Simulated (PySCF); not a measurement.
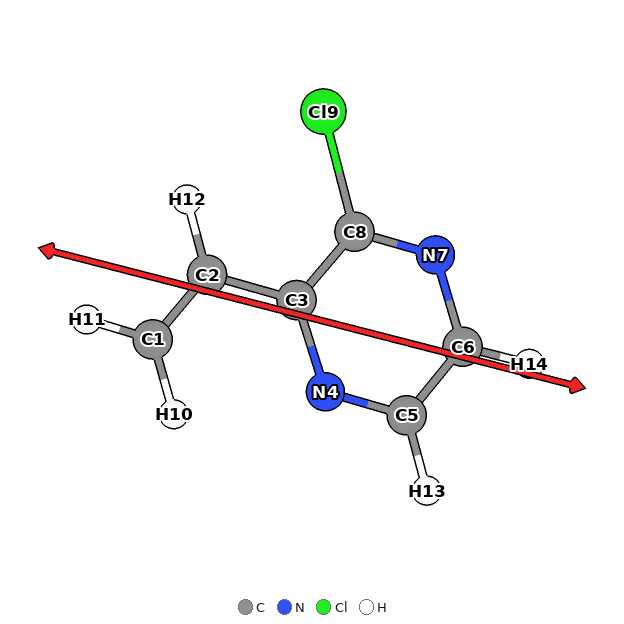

The double arrow shows the direction of the transition dipole to excited singlet state 2 (its length means nothing). The geometry was computed by an optimisation with GFN2-xTB. No frequency run is at hand to confirm it as a minimum. Method: TDDFT B3LYP/def2-SVPD, vertical, gas phase, core orbitals frozen in the response (PySCF 2.14.0).

How is the transition polarised?

In the molecular plane, nearly parallel to the C2–C3 bond.

Give its energy, strength and character.

4.29 eV (289 nm), oscillator strength 0.17, mainly HOMO → LUMO (weight 0.88); transition dipole 3.24 D.
